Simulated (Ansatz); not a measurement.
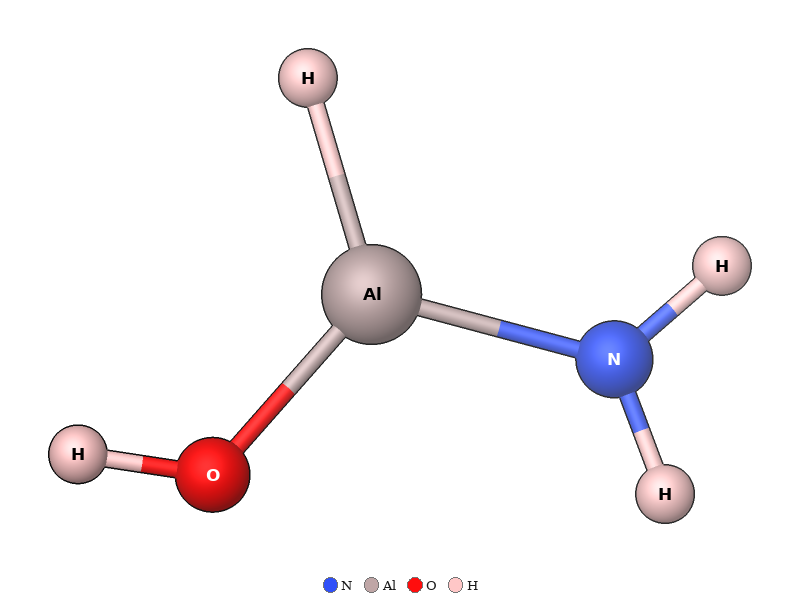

All atoms lie in one plane, which faces the viewer. The computed structure is the end point of a PBE0-D4/def2-TZVP optimisation. No frequency run is at hand to confirm it as a minimum.

### List the symmetry elements and name the point group.

It has 1 mirror plane, so the point group is Cs. The group has 2 operations. The geometry is achiral, and symmetry allows a dipole moment.
